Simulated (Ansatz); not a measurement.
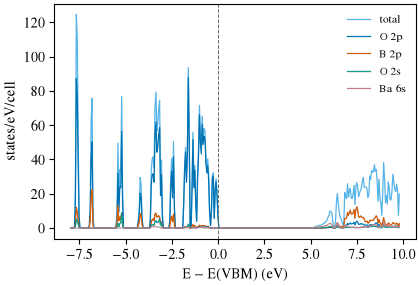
Figure. Total and projected density of states of BaB$_{2}$O$_{4}$ in space group R-3c (No. 167; Pearson symbol hR42), r²SCAN in the plane-wave PAW code Ansatz

Task: Which orbitals carry the states next to the gap?

Result: Top 1 eV of the valence band: O 2p 92 %. Bottom 1 eV of the conduction band: Ba 6s 38 %, O 2s 11 %, B 2s 10 %, B 2p 5 %, outside the projected shells 31 %. Projections are on Löwdin-orthogonalised atomic valence shells; empty p or d shells of many metals are not among them.

Task: Where is the tallest occupied peak in this window, and what makes it?

Result: Near -7.7 eV, about 120 states/eV per cell; the largest projected share is O 2p.

The workflow started from a Materials Project entry (that database holds measured and hypothetical structures alike); the Crystallography Open Database files this formula in space group No. 167, but the cells were not matched. Whether it is the stable phase at ambient conditions was not checked. The cell was relaxed with r²SCAN under the symmetry of its start; its stability against distortions is not shown here. Spin–orbit coupling is left out wherever it is not named.

Potentials: the later of the program's two PAW sets.
